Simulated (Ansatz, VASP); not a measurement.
# ZnGe: VASP beside Ansatz

Aim: how closely do two programs agree when they are given the same cell, functional and k mesh? The cell is invented: As first built, before any earlier steps moved the atoms: it takes the TiZn structure with some of its atoms replaced by other elements, volume scaled by an estimate. It may not be a known or stable phase. The cell comes out of the VASP series on this material, whose earlier steps may have relaxed, scaled or displaced it; both programs get it as it stands.

Main program and level: Ansatz 0.2.0; plane waves, with VASP 6.6.1 beside it; band structure at PBEsol, band structure at RPBE and band structure at PBE, spin-orbit coupling.

## (1) The structure

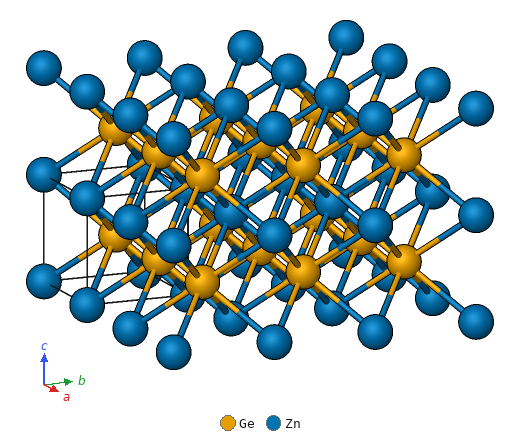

The starting structure, seen slightly off an axis (germanium orange, zinc blue). 3×3×2 cells are drawn. Some periodic images of atoms are drawn too.

Structure file:

```cif
data_structure
_symmetry_space_group_name_H-M 'P 1'
_symmetry_Int_Tables_number 1
_cell_length_a 3.2898
_cell_length_b 3.2898
_cell_length_c 3.2898
_cell_angle_alpha 90.000
_cell_angle_beta 90.000
_cell_angle_gamma 90.000
_cell_volume 35.60
loop_
_atom_site_label
_atom_site_type_symbol
_atom_site_fract_x
_atom_site_fract_y
_atom_site_fract_z
_atom_site_occupancy
Ge1 Ge 0.50000 0.50000 0.50000 1
Zn2 Zn 0.00000 0.00000 0.00000 1
```

## (2) Ansatz: band structure, PBEsol

Ansatz runs on its default PAW (the set named soft_2) files.

The same path points are solved in both programs, so levels can be compared one by one.

File input.yaml:

```yaml
crystal:
  lattice:
    - [3.2898053742, 0.0, 0.0]
    - [0.0, 3.2898053742, 0.0]
    - [0.0, 0.0, 3.2898053742]
  atoms:
    - { symbol: Ge, position: [0.5, 0.5, 0.5] }
    - { symbol: Zn, position: [0.0, 0.0, 0.0] }
hamiltonian:
  xc: pbesol
  pseudopotentials: { kind: paw }
kpoints:
  mp_grid: { grid: [4, 4, 4] }
  band_path:
    path:
      - [0.0, 0.0, 0.0]
      - [0.0, 0.1, 0.0]
      - [0.0, 0.2, 0.0]
      - [0.0, 0.3, 0.0]
      - [0.0, 0.43333, 0.0]
      - [0.0, 0.5, 0.0]
      - [0.1, 0.5, 0.0]
      - [0.2, 0.5, 0.0]
      - [0.33333, 0.5, 0.0]
      - [0.43333, 0.5, 0.0]
      - [0.5, 0.5, 0.0]
      - [0.36667, 0.36667, 0.0]
      - [0.26667, 0.26667, 0.0]
      - [0.16667, 0.16667, 0.0]
      - [0.06667, 0.06667, 0.0]
      - [0.03333, 0.03333, 0.03333]
      - [0.13333, 0.13333, 0.13333]
      - [0.23333, 0.23333, 0.23333]
      - [0.33333, 0.33333, 0.33333]
      - [0.46667, 0.46667, 0.46667]
      - [0.46667, 0.5, 0.46667]
      - [0.36667, 0.5, 0.36667]
      - [0.23333, 0.5, 0.23333]
      - [0.13333, 0.5, 0.13333]
      - [0.03333, 0.5, 0.03333]
      - [0.5, 0.5, 0.03333]
      - [0.5, 0.5, 0.16667]
      - [0.5, 0.5, 0.26667]
      - [0.5, 0.5, 0.36667]
      - [0.5, 0.5, 0.5]
    npoints: 1
scf:
  occupations: { method: gaussian, width: 0.02 }
  n_extra_bands: 7
output:
  forces: true
  stress: true
  eigenvalues: true
```

Started as:

```bash
$ ansatz run input.yaml --threads 2 --pin off --max-ram 4608MiB --backend cpu --events-out ev --progress --plain --runs-dir out
```

Numbers of over 12 decimals in the logs are rounded to 6 here.

The program printed:

```text
scf.n_extra_bands = 7 over 13 filled bands (N_el = 26.0): the run solves 20 bands
Engine: ansatz 0.2.0, aarch64-unknown-linux-gnu
Pseudopotentials: kind: paw
Pseudopotential: Ge, paw, valence charge 14, recommended cutoff 420 eV (normal), Ge.paw.azcp
Pseudopotential: Zn, paw, valence charge 12, recommended cutoff 420 eV (normal), Zn.paw.azcp
Functional definition: PBEsol
  exchange = pbesol_x
  correlation = pbesol_c
Crystal: 2 atoms, lattice volume = 35.605 Å³
Basis set: ecut = 420 eV, 739 PW (Γ), exchange–correlation on 48×48×48 points (8 copies of the dense FFT grid, shifted against one another)
Bands: 20, of which v1, the nominal top of the filled ones, is band 13 counted from 1 (12 counted from 0)
Symmetry: 48 space group operations
Space group: Pm-3m (ITA 221), of the structure as read, at distance tolerance 3.3e-5 Å
k-points: 10 of 64
Non-local potential: Ge, projectors of the file, l = 0: 2, l = 1: 2, l = 2: 3, l = 3: 1
Non-local potential: Zn, projectors of the file, l = 0: 2, l = 1: 2, l = 2: 3, l = 3: 1
PAW form: soft (Blöchl's): semilocal exchange-correlation on the pseudo side does not see the compensation charge
PAW frozen core: Ge, regenerated for the run's functional, and the local potential with it (the file was generated under x = pbe(κ = 0.804, μ = 0.219515), c = pbe(β = 0.066725))
PAW frozen core: Zn, regenerated for the run's functional, and the local potential with it (the file was generated under x = pbe(κ = 0.804, μ = 0.219515), c = pbe(β = 0.066725))
PAW one-centre angular grid: Ge, 590 points (default); XC on 64 Gauss nodes
PAW one-centre angular grid: Zn, 590 points (default); XC on 64 Gauss nodes
Initial density: superposition of atomic densities (neutral atoms: chi_scale 0, normalization atom), corrected by the library's trained network
Initial wavefunctions: pseudopotential atomic-orbital guess
Functional: x = pbesol(κ = 0.804, μ = 0.123457), c = pbesol(β = 0.046)
SCF iter   1: F=—  HF=-7534.023161 eV  |F-HF|=—  |Δ(HF+E_count)|=         —  Δρ=2.09e-3  dr2=1.87e-3  ethr=1.77e-3  ⟨swp⟩=6.0  Hψ=977  notcnv=0
preconditioner: auto → none  [insulator: Δε(μ)=0.164 eV  Ē_g=21.069 eV  σ=0.020 eV  W_gap=0.58  n_scr=6 (ndim 8)  ℏωp=31.7 eV  f_vac=0.000  D(μ)=10.35/eV (n_scr^D=250)  ε∞_Penn≈3.3]
SCF iter   2: F=—  HF=-7534.022136 eV  |F-HF|=—  |Δ(HF+E_count)|=   1.03e-3  Δρ=1.89e-3  dr2=5.75e-4  ethr=7.20e-6  ⟨swp⟩=2.4  Hψ=466  notcnv=0  defer=20
SCF iter   3: F=—  HF=-7534.021883 eV  |F-HF|=—  |Δ(HF+E_count)|=   2.53e-4  Δρ=3.81e-4  dr2=4.36e-5  ethr=2.21e-6  ⟨swp⟩=2.0  Hψ=284  notcnv=0  defer=20
SCF iter   4: F=—  HF=-7534.021860 eV  |F-HF|=—  |Δ(HF+E_count)|=   2.30e-5  Δρ=1.68e-4  dr2=3.69e-6  ethr=1.68e-7  ⟨swp⟩=2.3  Hψ=255  notcnv=0  defer=20
iter 5 did not close the SCF: its close was put off for the readings that it lacked (scf_convergence_deferred on its scf_iter line)
SCF iter   5: F=-7534.021860 eV  HF=-7534.021860 eV  |F-HF|=6.56e-9  |Δ(HF+E_count)|=   2.06e-7  Δρ=1.48e-5  dr2=2.48e-8  ethr=1.42e-8  ⟨swp⟩=1.8  Hψ=246  notcnv=0  defer=20
SCF iter   6: F=-7534.021860 eV  HF=-7534.021860 eV  |F-HF|=1.55e-9  |Δ(HF+E_count)|=   1.17e-8  Δρ=2.54e-6  dr2=1.65e-9  ethr=9.54e-11  ⟨swp⟩=5.6  Hψ=865  notcnv=0
SCF 1 converged in 6 iterations: F = -7534.021860 eV  dr2 = 1.65e-9
  greatest PAW one-centre occupation: 0.998 electrons in one spin orbital (limit 2), on the Ge atom at site 0 (counted from 0), in its partial waves of l = 2
NSCF: frozen V_eff on 30 k-points
SCF converged after 6 iterations
Free energy (F): -7534.021860 eV
Harris-Foulkes:  -7534.021860 eV  (|F-HF|=1.55e-9)
Internal energy: -7534.019790 eV  (E = F + TS)
E sigma→0 (E₀):  -7534.020825 eV
Entropy (-TS):   -0.002069 eV (-1.035 meV/atom)
Fermi energy:    9.750658 eV
--- Per-component energies (eV) ---
  E_band       = -80.277154
  E_kinetic    = 240.509425
  E_local      = -3726.706797  (includes V_loc(G=0)·N_el)
  E_nonlocal   = 1030.484399
  E_hartree    = 1596.354389
  E_xc         = -210.364518
  E_vxc        = -116.658178  (∫ρ·V_xc dr)
  E_paw        = -3765.083506  (= ΣΔE_a)
  E_vpaw       = -700.612529  (= ΣTr[D̂ρ^β])
  E_aug_tail   = -0.000012  (compensation charges beyond the density's cutoff)
  E_ewald      = -2700.928461
  E_core_change = 1.715291  (= ΣΔE_core)
  E_smearing   = -0.002069  (= −TS)
  E_closure    = 0.000000  (closes the sum)
  Σ components = -7534.021860   (vs F -7534.021860, Δ=0.00e0)
--- Forces (eV/Å), atoms counted from 1 ---
  atom   1  Ge     0.00000000    -0.00000000     0.00000000
  atom   2  Zn    -0.00000000     0.00000000     0.00000000
  max |Σ_I F_I| component: 2.86e-29 eV/Å
--- Stress (GPa, compression-positive) ---
       -4.538283      -0.000000       0.000000
       -0.000000      -4.538283       0.000000
        0.000000       0.000000      -4.538283
  P = ⅓ Tr σ = -4.5383 GPa (-45.383 kbar)
--- Band table (eV; the first three rows and the last of 10) ---
  k-point 0: bands = [... 9 lower, 3.1820, 3.1820, 11.5577, 11.5577, 11.5577, 12.1698, 16.3543, 16.3543, ... 3 higher]
  k-point 1: bands = [... 9 lower, 3.0989, 3.1867, 6.8443, 12.4956, 12.4956, 14.0893, 17.0110, 20.0407, ... 3 higher]
  k-point 2: bands = [... 9 lower, 3.0203, 3.1914, 4.0860, 14.2202, 14.2202, 15.9401, 16.9501, 17.0811, ... 3 higher]
  k-point 9: bands = [... 9 lower, 3.3235, 4.9083, 9.5844, 9.5844, 9.5844, 11.1449, 11.1449, 11.1449, ... 3 higher]
```

Elapsed: 1.4 s, on 2 threads of Arm Neoverse N1, shared host; peak memory 0.28 GiB; 2.3 s of CPU time.

## (3) VASP: band structure, PBEsol

The same cell, functional, mesh and smearing now go to VASP, with its own data sets and cutoff.

Lines of VASP's logs that name or quote its potential files are left out, and so is its time.

File INCAR:

```
SYSTEM = ZnGe
PREC = Accurate
ENCUT = 410
EDIFF = 1E-06
NELM = 100
ISMEAR = 0
SIGMA = 0.02
LREAL = .FALSE.
ALGO = Normal
GGA = PS
LORBIT = 11
LWAVE = .FALSE.
LCHARG = .FALSE.
KPAR = 4
```

File POSCAR:

```
ZnGe
1.0
    3.2898053742      0.0000000000      0.0000000000
    0.0000000000      3.2898053742      0.0000000000
    0.0000000000      0.0000000000      3.2898053742
Ge Zn
1 1
Direct
    0.5000000000      0.5000000000      0.5000000000
    0.0000000000      0.0000000000      0.0000000000
```

File KPOINTS:

```
Automatic mesh
0
Gamma
4 4 4
0 0 0
```

File KPOINTS_OPT:

```
Line mode
16
Line-mode
Reciprocal
  0.00000000   0.00000000   0.00000000 GAMMA
  0.00000000   0.50000000   0.00000000 X

  0.00000000   0.50000000   0.00000000 X
  0.50000000   0.50000000   0.00000000 M

  0.50000000   0.50000000   0.00000000 M
  0.00000000   0.00000000   0.00000000 GAMMA

  0.00000000   0.00000000   0.00000000 GAMMA
  0.50000000   0.50000000   0.50000000 R

  0.50000000   0.50000000   0.50000000 R
  0.00000000   0.50000000   0.00000000 X

  0.50000000   0.50000000   0.00000000 M
  0.50000000   0.50000000   0.50000000 R
```

Potentials, in the order of the species: Ge_d and Zn (PBE family, release 64).

Started as:

```bash
$ mpirun -np 4 vasp_std
```

The program printed:

```text
[banner, memory and clock lines left out]
running    4 mpi-ranks, on    1 nodes
 distrk:  each k-point on    1 cores,    4 groups
 distr:  one band on    1 cores,    1 groups

 POSCAR found type information on POSCAR GeZn
 POSCAR found :  2 types and       2 ions
|                                                                             |
|               ----> ADVICE to this user running VASP <----                  |
|                                                                             |
|     You enforced a specific xc type in the INCAR file but a different       |
|     [... a line on the potential file left out ...]
|     I HOPE YOU KNOW WHAT YOU ARE DOING!                                     |
|                                                                             |

 LDA part: xc-table for (Slater+PW92), standard interpolation
 POSCAR, INCAR and KPOINTS ok, starting setup
 FFT: planning ... GRIDC
 FFT: planning ... GRID_SOFT
 FFT: planning ... GRID
 WAVECAR not read
 entering main loop
       N       E                     dE             d eps       ncg     rms          rms(c)
DAV:   1     0.111395570734E+03    0.11140E+03   -0.12332E+04   348   0.329E+03
DAV:   2     0.429826748503E+01   -0.10710E+03   -0.10590E+03   340   0.399E+02
DAV:   3    -0.613631437941E+01   -0.10435E+02   -0.10407E+02   399   0.108E+02
DAV:   4    -0.634733167887E+01   -0.21102E+00   -0.21095E+00   371   0.156E+01
DAV:   5    -0.635024910191E+01   -0.29174E-02   -0.29172E-02   426   0.193E+00    0.292E+00
DAV:   6    -0.616184153469E+01    0.18841E+00   -0.10804E+00   369   0.199E+01    0.251E+00
DAV:   7    -0.614779164172E+01    0.14050E-01   -0.85391E-02   361   0.419E+00    0.117E+00
DAV:   8    -0.614174386287E+01    0.60478E-02   -0.98619E-03   437   0.133E+00    0.141E-01
DAV:   9    -0.614155043279E+01    0.19343E-03   -0.91536E-04   463   0.509E-01    0.383E-02
DAV:  10    -0.614153882693E+01    0.11606E-04   -0.19265E-04   394   0.169E-01    0.116E-02
DAV:  11    -0.614153719576E+01    0.16312E-05   -0.15752E-05   498   0.642E-02    0.542E-03
DAV:  12    -0.614153776080E+01   -0.56504E-06   -0.18797E-06   266   0.119E-02
   1 F= -.61415378E+01 E0= -.61405031E+01  d E =-.206938E-02
 Start KPOINTS_OPT (optional k-point list driver)
k-point batch [1-10\96]
       N       E                     dE             ncg
DAV:   1    -0.895060803723E+03   -0.24870E+04      340
DAV:   2    -0.208027237462E+04   -0.11852E+04      348
DAV:   3    -0.220301109377E+04   -0.12274E+03      346
DAV:   4    -0.220539364329E+04   -0.23825E+01      376
DAV:   5    -0.220542264553E+04   -0.29002E-01      355
DAV:   6    -0.220542334082E+04   -0.69530E-03      384
DAV:   7    -0.220542336540E+04   -0.24578E-04      356
DAV:   8    -0.220542336641E+04   -0.10142E-05      282
DAV:   9    -0.220542336649E+04   -0.74097E-07      188
[...]
k-point batch [91-96\96]
       N       E                     dE             ncg
DAV:   1     0.349544996406E+04   -0.70848E+04      213
DAV:   2     0.285266669967E+04   -0.64278E+03      204
DAV:   3     0.279351019130E+04   -0.59157E+02      228
DAV:   4     0.279231238693E+04   -0.11978E+01      238
DAV:   5     0.279229699444E+04   -0.15392E-01      214
DAV:   6     0.279229667416E+04   -0.32028E-03      247
DAV:   7     0.279229666524E+04   -0.89236E-05      212
DAV:   8     0.279229666492E+04   -0.31570E-06      128
```

Parts of OUTCAR (step 3):

```text
ion  position               nearest neighbor table
   1  0.500  0.500  0.500-   2 2.85   2 2.85   2 2.85   2 2.85   2 2.85   2 2.85   2 2.85   2 2.85

  LATTYP: Found a simple cubic cell.
 ALAT       =     3.2898053742

 Subroutine GETGRP returns: Found 48 space group operations
 (whereof 48 operations were pure point group operations)

The static configuration has the point symmetry O_h .

 Found     10 irreducible k-points:

   k-points           NKPTS =     10   k-points in BZ     NKDIM =     10   number of bands    NBANDS=     17

   dimension x,y,z NGX =    24 NGY =   24 NGZ =   24
   dimension x,y,z NGXF=    48 NGYF=   48 NGZF=   48

   ENCUT  =  410.0 eV  30.13 Ry    5.49 a.u.   5.43  5.43  5.43*2*pi/ulx,y,z

   NELECT =      26.0000    total number of electrons

 k-points in reciprocal lattice and weights: Automatic mesh
   0.00000000  0.00000000  0.00000000       0.016
   0.25000000  0.00000000  0.00000000       0.094
   0.50000000  0.00000000  0.00000000       0.047
   0.25000000  0.25000000  0.00000000       0.188
   0.50000000  0.25000000  0.00000000       0.188
   0.50000000  0.50000000  0.00000000       0.047
   0.25000000  0.25000000  0.25000000       0.125
   0.50000000  0.25000000  0.25000000       0.188
   0.50000000  0.50000000  0.25000000       0.094
   0.50000000  0.50000000  0.50000000       0.016

 average (electrostatic) potential at core
       1 -74.3848       2 -34.8158

 E-fermi :   4.0779

 k-point     1 :       0.0000    0.0000    0.0000
  band No.  band energies     occupation
    ...
      7      -2.8091      2.00000
      8      -2.8091      2.00000
      9      -2.4919      2.00000
     10      -2.4919      2.00000
     11      -2.4919      2.00000
     12       5.8877      0.00000
     13       5.8877      0.00000
     14       5.8877      0.00000
     15       6.4950      0.00000
     16      10.6996      0.00000
    ...

 k-point     2 :       0.2500    0.0000    0.0000
  band No.  band energies     occupation
    ...
      8      -2.7558      2.00000
      9      -2.5748      2.00000
     10      -2.5748      2.00000
     11      -2.4870      2.00000
     12       1.1691      2.00000
     13       6.8243      0.00000
     14       6.8243      0.00000
     15       8.4165      0.00000
     16      11.3652      0.00000
     17      14.4276      0.00000

 k-point     3 :       0.5000    0.0000    0.0000
  band No.  band energies     occupation
    ...
      8      -2.7641      2.00000
      9      -2.6536      2.00000
     10      -2.6536      2.00000
     11      -2.4824      2.00000
     12      -1.5896      2.00000
     13       8.5446      0.00000
     14       8.5446      0.00000
     15      10.2742      0.00000
     16      11.2747      0.00000
     17      11.4244      0.00000

  Total       -1.0913042     -1.0913042     -1.0913042     -0.0000000      0.0000000     -0.0000000
  in kB      -49.1072719    -49.1072719    -49.1072719     -0.0000000      0.0000000     -0.0000000
  external PRESSURE =     -49.1072719 kB  Pullay stress =       0.0000000 kB

  energy-cutoff  :      410.00
  volume of cell :       35.60
      direct lattice vectors                 reciprocal lattice vectors
     3.289805374  0.000000000  0.000000000     0.303969350  0.000000000  0.000000000
     0.000000000  3.289805374  0.000000000     0.000000000  0.303969350  0.000000000
     0.000000000  0.000000000  3.289805374     0.000000000  0.000000000  0.303969350

 POSITION                                       TOTAL-FORCE (eV/Angst)
 -----------------------------------------------------------------------------------
      1.64490      1.64490      1.64490         0.000000      0.000000      0.000000
      0.00000      0.00000      0.00000         0.000000      0.000000      0.000000
 -----------------------------------------------------------------------------------
    total drift:                                0.000000      0.000000     -0.000000

  FREE ENERGIE OF THE ION-ELECTRON SYSTEM (eV)
  ---------------------------------------------------
  free  energy   TOTEN  =        -6.1415377608 eV

  energy  without entropy=       -6.1394683771  energy(sigma->0) =       -6.14050307

 total charge
# of ion       s       p       d       tot
------------------------------------------
    1        1.263   0.914  10.011  12.188
    2        0.605   0.336   9.744  10.685
--------------------------------------------------
tot          1.868   1.249  19.756  22.873

[... 3 further parts left out ...]
```

The run ends at a pressure of -4.91 GPa.

## (4) Comparison

Known differences besides the PAW data sets themselves: the cutoff is 420 eV in Ansatz and 410 eV in VASP; Ansatz makes its cores anew for this functional, VASP keeps those of its PBE data sets; VASP leaves aspherical gradient terms in its spheres out (LASPH is not set), Ansatz keeps them. Total energies have different zeros and are not compared.

Both answers:

| quantity | Ansatz | VASP | difference |
| --- | --- | --- | --- |
| pressure (GPa) | -4.54 | -4.91 | +0.37 |

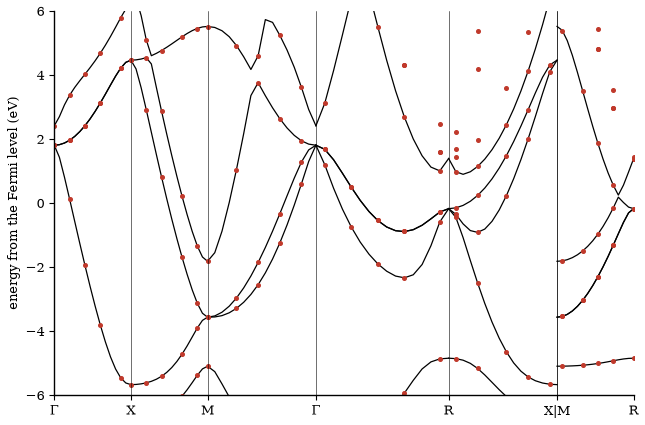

Bands from VASP (lines) and levels from Ansatz (dots). Dots without a line are higher empty bands that the VASP plot leaves out.

Levels from 3 eV below to 2 eV above the Fermi level differ by 3 meV r.m.s. and 5 meV at most; each VASP level is matched to the nearest of Ansatz, which flatters the figure a little. Ansatz's pressure holds a Pulay correction of 0.06 GPa; VASP's holds none.

## (5) Ansatz: band structure, RPBE

Levels along a path test the potential and the projectors away from the mesh points.

The cell comes out of the VASP series on this material, whose earlier steps may have relaxed, scaled or displaced it; both programs get it as it stands.

Changes to input.yaml since step 2:

```diff
@@ -9,3 +9,3 @@
 hamiltonian:
-  xc: pbesol
+  xc: rpbe
   pseudopotentials: { kind: paw }
```

Started as:

```bash
$ ansatz run input.yaml --threads 2 --pin off --max-ram 4608MiB --backend cpu --events-out ev --progress --plain --runs-dir out
```

The program printed:

```text
[...]
Crystal: 2 atoms, lattice volume = 35.605 Å³
Basis set: ecut = 420 eV, 739 PW (Γ), exchange–correlation on 48×48×48 points (8 copies of the dense FFT grid, shifted against one another)
Bands: 20, of which v1, the nominal top of the filled ones, is band 13 counted from 1 (12 counted from 0)
Symmetry: 48 space group operations
[...]
k-points: 10 of 64
[...]
k-point 0: bands = [... 9 lower, 3.4564, 3.4564, 11.8578, 11.8578, 11.8578, 12.5766, 16.5852, 16.5852, ... 3 higher]
  k-point 1: bands = [... 9 lower, 3.3740, 3.4611, 7.1536, 12.7946, 12.7946, 14.4497, 17.2421, 20.3921, ... 3 higher]
  k-point 2: bands = [... 9 lower, 3.2960, 3.4658, 4.3749, 14.5124, 14.5124, 16.2980, 17.3164, 17.4106, ... 3 higher]
  k-point 9: bands = [... 9 lower, 3.5945, 5.2424, 9.8449, 9.8449, 9.8449, 11.4459, 11.4459, 11.4459, ... 3 higher]
[key lines of the parts left out:]
SCF converged after 6 iterations
Free energy (F): -7624.773533 eV
Fermi energy:    10.058666 eV
P = ⅓ Tr σ = 1.5352 GPa (15.352 kbar)
```

Wall time 1.5 s (2 threads); peak memory 0.28 GiB; 2.4 s of CPU time.

(Continued in part 2 of 2.)

[Lines on the potential files, build, host, timing and source positions are cut from VASP's logs without a mark.]

[Logs are printed without paths, hosts, clocks, repeated set-up lines and the standing remarks that a program may print on its own settings, such as how far it seeks lower states.]

[Hosts, paths, dates, database ids (printed as entryN), source tags and the programs' standing remarks are cut or masked in the printed files.]
